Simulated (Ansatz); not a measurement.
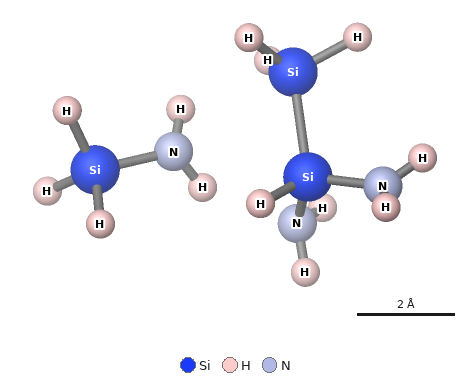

Figure 1. The starting structure (ball-and-stick view, seen at a tilt).

**Si3N3H13: geometry relaxation (part 1 of 2)**

Si3N3H13, computed with RKS PBE/def2-SVP (Ansatz 0.2.0).

It belongs to a series of runs on one base structure; here: end point A relaxed.

The program's output:
```
The last accepted step is kept in [file] (removed where the run ends without a failure and the disk answers)
Engine: ansatz 0.2.0, x86_64-unknown-linux-gnu
Functional definition: PBE
  parameter kappa = 0.804
  parameter beta = 0.06672455060314922
  exchange = pbe_x(kappa = kappa, mu = beta*pi^2/3)
  correlation = pbe_c(beta = beta)
1858 factors; their error is unknown
mean field evaluation 1: about -28267.5927 eV, gradient 9.8e1 eV
mean field evaluation 2: about -28189.8329 eV, gradient 1.8e2 eV
mean field evaluation 4: about -28286.4902 eV, gradient 1.5e1 eV
mean field evaluation 8: about -28287.0213 eV, gradient 2.1e-1 eV
mean field evaluation 16: about -28286.8871 eV, gradient 2.2e-3 eV
mean field -28286.88712624 eV, -1039.5239283486 hartree, gradient 6.0e-5 eV, S^2 0.000000; 0 other end points of the search recorded, 0 dependent functions left out
the calculation of the forces begins
reference -28286.88717951 eV, -1039.5239303063 hartree; 38, 38 occupied and 123, 123 virtual orbitals, 1858 factors
relax step   1: F+E_penalty+E_count = -28286.88712624 eV  Δ(F+E_penalty+E_count) = +0.000e0 eV  max|allowed force component| = 1.248e0 eV/Å  Δτ_max = 0.0000 Å  (30 SCF iters, accepted)
these checks for a lower state are left out or cut short: starts, cluster_reference, orbital_swaps, neighbouring_geometries, increment
1858 factors; their error is unknown
mean field -28286.99638436 eV, -1039.5279435105 hartree, gradient 1.3e-5 eV, S^2 0.000000; 0 other end points of the search recorded, 0 dependent functions left out
[... from here on the field's lines of each further geometry are left out, up to the last ...]
relax step   2: F+E_penalty+E_count = -28286.99638436 eV  Δ(F+E_penalty+E_count) = -1.093e-1 eV  max|allowed force component| = 3.634e-1 eV/Å  Δτ_max = 0.1968 Å  (29 SCF iters, accepted)
relax step   3: F+E_penalty+E_count = -28287.02233817 eV  Δ(F+E_penalty+E_count) = -2.595e-2 eV  max|allowed force component| = 3.285e-1 eV/Å  Δτ_max = 0.1523 Å  (30 SCF iters, accepted)
relax step   4: F+E_penalty+E_count = -28287.01101673 eV  Δ(F+E_penalty+E_count) = +1.132e-2 eV  max|allowed force component| = 4.527e-1 eV/Å  Δτ_max = 0.2000 Å  (29 SCF iters, rejected (line search))
relax step   5: F+E_penalty+E_count = -28287.03935424 eV  Δ(F+E_penalty+E_count) = -1.702e-2 eV  max|allowed force component| = 9.126e-2 eV/Å  Δτ_max = 0.1000 Å  (29 SCF iters, accepted)
relax step   6: F+E_penalty+E_count = -28287.05024899 eV  Δ(F+E_penalty+E_count) = -1.089e-2 eV  max|allowed force component| = 1.487e-1 eV/Å  Δτ_max = 0.1000 Å  (28 SCF iters, accepted)
relax step   7: F+E_penalty+E_count = -28287.04280627 eV  Δ(F+E_penalty+E_count) = +7.443e-3 eV  max|allowed force component| = 1.027e0 eV/Å  Δτ_max = 0.1442 Å  (29 SCF iters, rejected (line search))
relax step   8: F+E_penalty+E_count = -28287.05952183 eV  Δ(F+E_penalty+E_count) = -9.273e-3 eV  max|allowed force component| = 1.993e-1 eV/Å  Δτ_max = 0.0721 Å  (28 SCF iters, accepted)
relax step   9: F+E_penalty+E_count = -28287.06554873 eV  Δ(F+E_penalty+E_count) = -6.027e-3 eV  max|allowed force component| = 3.342e-1 eV/Å  Δτ_max = 0.0728 Å  (30 SCF iters, accepted)
relax step  10: F+E_penalty+E_count = -28287.06802338 eV  Δ(F+E_penalty+E_count) = -2.475e-3 eV  max|allowed force component| = 4.986e-1 eV/Å  Δτ_max = 0.0941 Å  (30 SCF iters, accepted)
relax step  11: F+E_penalty+E_count = -28287.06892679 eV  Δ(F+E_penalty+E_count) = -9.034e-4 eV  max|allowed force component| = 5.091e-1 eV/Å  Δτ_max = 0.0752 Å  (30 SCF iters, accepted)
relax step  12: F+E_penalty+E_count = -28287.07492157 eV  Δ(F+E_penalty+E_count) = -5.995e-3 eV  max|allowed force component| = 1.446e-1 eV/Å  Δτ_max = 0.0286 Å  (31 SCF iters, accepted)
relax step  13: F+E_penalty+E_count = -28287.07585775 eV  Δ(F+E_penalty+E_count) = -9.362e-4 eV  max|allowed force component| = 4.439e-2 eV/Å  Δτ_max = 0.0176 Å  (31 SCF iters, accepted)
relax step  14: F+E_penalty+E_count = -28287.07642843 eV  Δ(F+E_penalty+E_count) = -5.707e-4 eV  max|allowed force component| = 3.689e-2 eV/Å  Δτ_max = 0.0186 Å  (30 SCF iters, accepted)
relax step  15: F+E_penalty+E_count = -28287.07620952 eV  Δ(F+E_penalty+E_count) = +2.189e-4 eV  max|allowed force component| = 6.011e-2 eV/Å  Δτ_max = 0.0575 Å  (30 SCF iters, rejected (line search))
relax step  16: F+E_penalty+E_count = -28287.07690857 eV  Δ(F+E_penalty+E_count) = -4.801e-4 eV  max|allowed force component| = 7.422e-3 eV/Å  Δτ_max = 0.0287 Å  (30 SCF iters, accepted)
the calculation of the forces begins
reference -28287.07734420 eV, -1039.5309187298 hartree; 38, 38 occupied and 123, 123 virtual orbitals, 1858 factors
relax step  17: F+E_penalty+E_count = -28287.07728994 eV  Δ(F+E_penalty+E_count) = -3.814e-4 eV  max|allowed force component| = 1.849e-2 eV/Å  Δτ_max = 0.0562 Å  (30 SCF iters, accepted)
```

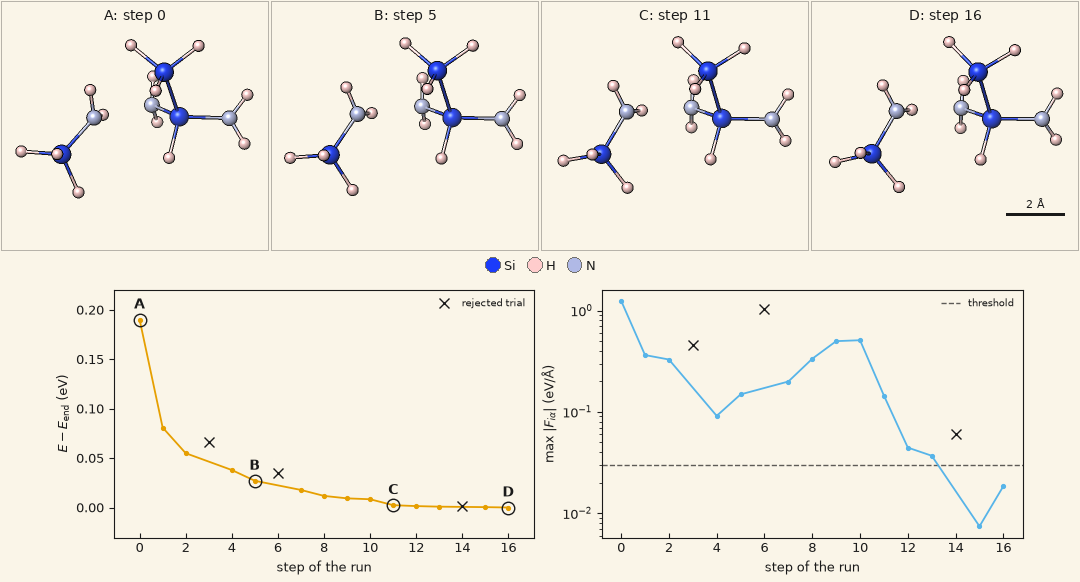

Figure 2. Frames of the relaxation (ball-and-stick view, seen at a tilt) above the curves, on which the letters mark them (the first geometry is step 0 here and step 1 in the log).

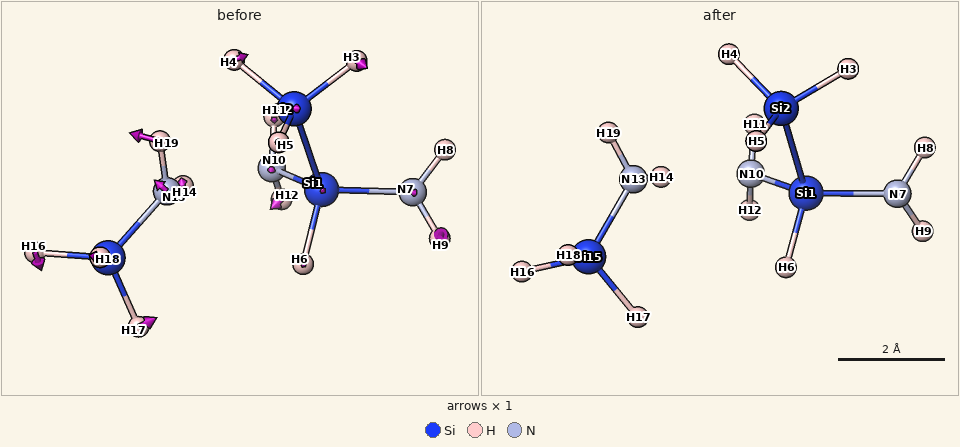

Figure 3. Before (left) and after (right) the relaxation, at one scale (ball-and-stick view, seen at a tilt). The pink arrows give the displacements, at true length. After 16 geometry steps the energy has fallen by 0.190 eV. Largest force component: 1.2 eV/Å at the start, 0.018 eV/Å at the end. The line search rejected the trial steps at points 3, 6, 14 (counted from 0) and went back. The atom that moves furthest after the best rigid fit is H19 (0.65 Å). By element the largest moves are H 0.65 Å, N 0.35 Å, Si 0.18 Å. Among the contacts that change: Si1–Si2 2.260 → 2.360 Å, N13–H19 1.041 → 1.024 Å, N13–Si15 1.753 → 1.748 Å. Among the angles that change: N7–Si1–N10 115.5° → 120.9°, Si2–Si1–N7 109.7° → 105.8°, Si1–N7–H8 123.9° → 120.2°. (Atoms are counted from 1 in the order of the input.)

```
1858 factors; their error is unknown
mean field -28287.07728994 eV, -1039.5309167356 hartree, gradient 1.2e-5 eV, S^2 0.000000; 1 other end points of the search recorded, 0 dependent functions left out
the calculation of the forces begins
reference -28287.07734420 eV, -1039.5309187298 hartree; 38, 38 occupied and 123, 123 virtual orbitals, 1858 factors
Total energy: -28287.07734420 eV, -1039.5309187298 hartree
Atom 0 at    -0.273656     0.269958     0.039581 Å, force    -0.012624     0.014561    -0.004716 eV/Å
Atom 1 at    -0.690148     0.333783     2.361854 Å, force     0.008502     0.000283    -0.005421 eV/Å
Atom 2 at    -1.762372     1.369195     2.630228 Å, force    -0.000367    -0.000849    -0.000663 eV/Å
Atom 3 at    -1.225684    -0.972955     2.889776 Å, force    -0.000779     0.002944    -0.002918 eV/Å
Atom 4 at     0.523042     0.737784     3.150698 Å, force     0.001147     0.001146     0.001183 eV/Å
Atom 5 at     1.158616     0.461035    -0.371768 Å, force     0.002166    -0.002033     0.001831 eV/Å
Atom 6 at    -1.142229     1.627512    -0.636482 Å, force    -0.005901    -0.011705     0.018489 eV/Å
Atom 7 at    -2.085258     1.849060    -0.308653 Å, force     0.003683     0.010613    -0.015217 eV/Å
Atom 8 at    -1.014250     1.914339    -1.610678 Å, force    -0.001645    -0.008522     0.012271 eV/Å
Atom 9 at    -0.615878    -1.393661    -0.496372 Å, force     0.014864    -0.006145    -0.010165 eV/Å
Atom 10 at    -1.553706    -1.767173    -0.312154 Å, force    -0.005849     0.004504     0.003898 eV/Å
Atom 11 at    -0.350086    -1.631928    -1.459193 Å, force    -0.002667    -0.004929    -0.000305 eV/Å
Atom 12 at     1.321313    -2.162769     1.741789 Å, force     0.005161     0.003199     0.002163 eV/Å
Atom 13 at     0.692998    -2.189534     0.916665 Å, force    -0.003456    -0.000668    -0.002827 eV/Å
Atom 14 at     3.042866    -2.318310     1.483232 Å, force     0.007855    -0.000036    -0.002856 eV/Å
Atom 15 at     3.556434    -3.698493     1.117837 Å, force    -0.002514     0.013099     0.003370 eV/Å
Atom 16 at     3.418980    -1.395344     0.355034 Å, force    -0.003079    -0.008172     0.015320 eV/Å
Atom 17 at     3.763791    -1.911438     2.742065 Å, force    -0.004193    -0.005550    -0.010957 eV/Å
Atom 18 at     0.905627    -2.678362     2.522941 Å, force    -0.000305    -0.001739    -0.002480 eV/Å
Dipole moment:    -0.578559    -0.113175    -0.509963 e Å
```

Trajectory as extended XYZ (Å, eV, eV/Å), 17 frames, from step=1 to step=17:
```
19
Properties=species:S:1:pos:R:3:forces:R:3 step=1 energy=-28286.88713
Si   -0.3033    0.1632    0.0736    0.0899   0.1298  -1.2478
Si   -0.6669    0.1643    2.3042   -0.2727   0.1809   1.1508
H    -1.8604    1.0449    2.6098   -0.0298   0.0146   0.0317
H    -1.0102   -1.1788    2.9122    0.0083   0.0230  -0.0215
H     0.4972    0.7487    3.0590   -0.0099  -0.0001   0.0075
H     1.1207    0.3813   -0.3513   -0.0184  -0.0133  -0.0196
N    -1.1595    1.4999   -0.6645    0.0358   0.1397  -0.0149
H    -2.0388    1.8803   -0.3072    0.0553  -0.0363  -0.0066
H    -0.6693    2.1734   -1.2589   -0.0643  -0.0675   0.0476
N    -0.7526   -1.4534   -0.5190    0.0081  -0.0646  -0.0152
H    -1.6698   -1.8002   -0.2119    0.0338   0.0096  -0.0388
H    -0.6879   -1.5744   -1.5380   -0.0188  -0.0214   0.0297
N     1.3729   -1.9025    1.5184   -0.2621  -0.1826   0.6372
H     0.7666   -2.1754    0.7227    0.0336   0.0113  -0.0339
Si    3.0795   -2.3023    1.5085   -0.0743   0.0201  -0.0345
H     3.4167   -3.7778    1.5443    0.0182  -0.0069   0.0017
H     3.6759   -1.7379    0.2474    0.0107  -0.0128   0.0064
H     3.7271   -1.6699    2.7101   -0.0155   0.0123   0.0035
H     0.8325   -2.0408    2.3970    0.4718  -0.1355  -0.4833
19
Properties=species:S:1:pos:R:3:forces:R:3 step=2 energy=-28286.99638
Si   -0.3149    0.1877    0.0309   -0.1294   0.0700  -0.2654
Si   -0.7007    0.2191    2.3321   -0.0226  -0.0825   0.3062
H    -1.8993    1.0889    2.6459   -0.0020   0.0368  -0.0137
H    -1.0289   -1.1367    2.9201   -0.0164   0.0505  -0.0124
H     0.4736    0.7872    3.0828   -0.0214   0.0301  -0.0009
H     1.1098    0.4004   -0.3918    0.0005  -0.0168  -0.0123
N    -1.1783    1.5253   -0.6929    0.0592   0.0356  -0.0348
H    -2.0501    1.9040   -0.3191    0.0206  -0.0212   0.0101
H    -0.6945    2.2008   -1.2866   -0.0322  -0.0075  -0.0238
N    -0.7496   -1.4452   -0.5325    0.0519   0.0589   0.0239
H    -1.6630   -1.7952   -0.2200    0.0151   0.0058  -0.0068
H    -0.6856   -1.5853   -1.5486    0.0075  -0.0254   0.0007
N     1.3910   -1.9706    1.5671   -0.2966  -0.1377   0.2232
H     0.7877   -2.1818    0.7467    0.0918   0.0331   0.1026
Si    3.1067   -2.3179    1.5060   -0.1310  -0.0578   0.0840
H     3.4600   -3.7895    1.5343    0.0865  -0.0093  -0.0182
H     3.6836   -1.7371    0.2436   -0.0438   0.0138   0.0082
H     3.7458   -1.6815    2.7100    0.0477  -0.0013  -0.0072
H     0.8769   -2.2300    2.4284    0.3146   0.0247  -0.3634
19
Properties=species:S:1:pos:R:3:forces:R:3 step=3 energy=-28287.02234
Si   -0.3535    0.2470    0.0329   -0.0172  -0.0812  -0.1328
Si   -0.7378    0.2626    2.3612   -0.0147  -0.0377   0.0481
H    -1.9342    1.1395    2.6634    0.0036   0.0271   0.0006
H    -1.0722   -1.0920    2.9451    0.0072   0.0439  -0.0439
H     0.4341    0.8352    3.1115   -0.0094   0.0115  -0.0063
H     1.0738    0.4620   -0.3800    0.0237   0.0150   0.0137
N    -1.2216    1.5537   -0.7405    0.0216  -0.0384   0.0772
H    -2.0972    1.9360   -0.3806   -0.0010  -0.0076   0.0014
H    -0.7428    2.2127   -1.3559   -0.0063  -0.0080  -0.0103
N    -0.7271   -1.4121   -0.5014   -0.0064   0.0732  -0.0202
H    -1.6404   -1.7789   -0.2082    0.0105  -0.0096  -0.0066
H    -0.6270   -1.5803   -1.5114   -0.0058   0.0040   0.0335
N     1.4212   -2.0460    1.5813   -0.2657  -0.1568   0.1651
H     0.8241   -2.2167    0.7461    0.0801   0.1070   0.1663
Si    3.1405   -2.3698    1.5055   -0.1146  -0.0355   0.0558
H     3.5284   -3.8341    1.5156    0.0643  -0.0031  -0.0141
H     3.6944   -1.7669    0.2434   -0.0414   0.0156   0.0013
H     3.7890   -1.7328    2.7049    0.0396  -0.0096  -0.0004
H     0.9186   -2.3763    2.4235    0.2317   0.0900  -0.3285
19
Properties=species:S:1:pos:R:3:forces:R:3 step=4 energy=-28287.01102 accepted=F
Si   -0.3066    0.2447    0.0129   -0.1846   0.2757   0.2499
Si   -0.7397    0.3048    2.3340    0.0401   0.0673  -0.0464
H    -1.9118    1.2259    2.6162    0.0173  -0.0387  -0.0520
H    -1.1112   -1.0418    2.8776   -0.0753  -0.1150   0.1105
H     0.4239    0.8519    3.1095    0.0448   0.0022   0.0197
H     1.1338    0.5015   -0.3581   -0.1515  -0.0774  -0.0603
N    -1.2253    1.5500   -0.6950    0.3114   0.1568  -0.3025
H    -2.1035    1.9084   -0.3187    0.0285  -0.0253   0.0150
H    -0.8251    2.1633   -1.4159   -0.1800  -0.1622   0.1707
N    -0.6677   -1.4140   -0.5086    0.0396  -0.0084  -0.0639
H    -1.5827   -1.7887   -0.2286    0.0332   0.0570   0.0374
H    -0.5637   -1.5769   -1.5172    0.0631  -0.0819  -0.0485
N     1.3834   -2.1030    1.6729    0.3930   0.0322   0.0402
H     0.7611   -2.1399    0.8512   -0.0062  -0.0783  -0.2613
Si    3.1008   -2.3914    1.5212    0.2084   0.0981  -0.3176
H     3.6144   -3.8264    1.4158   -0.1995   0.1242   0.0392
H     3.5080   -1.6949    0.2509    0.0705  -0.0108  -0.0031
H     3.8521   -1.7786    2.6777   -0.1128  -0.0254   0.0203
H     0.9302   -2.5523    2.4586   -0.3402  -0.1900   0.4527
19
Properties=species:S:1:pos:R:3:forces:R:3 step=5 energy=-28287.03935
Si   -0.3348    0.2523    0.0313   -0.0669  -0.0037  -0.0578
Si   -0.7360    0.2718    2.3572   -0.0037   0.0023   0.0289
H    -1.9192    1.1717    2.6461    0.0009   0.0127  -0.0051
H    -1.0984   -1.0776    2.9296   -0.0017   0.0184  -0.0198
H     0.4348    0.8309    3.1188   -0.0027  -0.0024  -0.0048
H     1.0941    0.4723   -0.3716    0.0265   0.0119  -0.0050
N    -1.2074    1.5618   -0.7261    0.0621   0.0130   0.0264
H    -2.0980    1.9264   -0.3852    0.0190  -0.0117  -0.0037
H    -0.7661    2.1850   -1.4053   -0.0420  -0.0441   0.0298
N    -0.7013   -1.4057   -0.5020   -0.0097   0.0131  -0.0107
H    -1.6037   -1.7871   -0.1939    0.0104   0.0099  -0.0143
H    -0.6131   -1.5728   -1.5127    0.0126  -0.0218   0.0234
N     1.4022   -2.0825    1.6279   -0.0691  -0.0590   0.0721
H     0.7940   -2.1976    0.7951    0.0422   0.0402   0.0345
Si    3.1238   -2.3685    1.5017   -0.0699  -0.0041   0.0009
H     3.5611   -3.8189    1.4464    0.0180   0.0048  -0.0108
H     3.6159   -1.7050    0.2445   -0.0180   0.0085   0.0017
H     3.8019   -1.7586    2.6994    0.0171  -0.0058   0.0054
H     0.9204   -2.4552    2.4552    0.0751   0.0180  -0.0913
19
Properties=species:S:1:pos:R:3:forces:R:3 step=6 energy=-28287.05025
Si   -0.3204    0.2561    0.0368   -0.0429   0.0353  -0.0126
Si   -0.7300    0.2821    2.3610   -0.0069   0.0273   0.0066
H    -1.8957    1.2082    2.6400    0.0032   0.0013  -0.0027
H    -1.1231   -1.0612    2.9219   -0.0106  -0.0015  -0.0008
H     0.4461    0.8181    3.1299    0.0022  -0.0067  -0.0037
H     1.1120    0.4705   -0.3633   -0.0054  -0.0029  -0.0047
N    -1.1810    1.5807   -0.6992    0.0590   0.1487  -0.0785
H    -2.1021    1.9100   -0.4048    0.0546  -0.0352   0.0008
H    -0.7895    2.1449   -1.4597   -0.0780  -0.1230   0.1118
N    -0.6886   -1.4010   -0.4932    0.0102  -0.0224  -0.0186
H    -1.5970   -1.7796   -0.2000    0.0146   0.0090  -0.0133
H    -0.5712   -1.5864   -1.4974    0.0098  -0.0256   0.0157
N     1.3821   -2.1165    1.6647    0.0483   0.0003  -0.0076
H     0.7731   -2.1808    0.8280    0.0025  -0.0089   0.0237
Si    3.1069   -2.3570    1.4957   -0.0587   0.0110  -0.0107
H     3.5822   -3.7926    1.3767   -0.0004   0.0167  -0.0121
H     3.5459   -1.6338    0.2502   -0.0103  -0.0056   0.0228
H     3.8045   -1.7761    2.6978    0.0057  -0.0058  -0.0046
H     0.9163   -2.5428    2.4712    0.0029  -0.0119  -0.0115
```
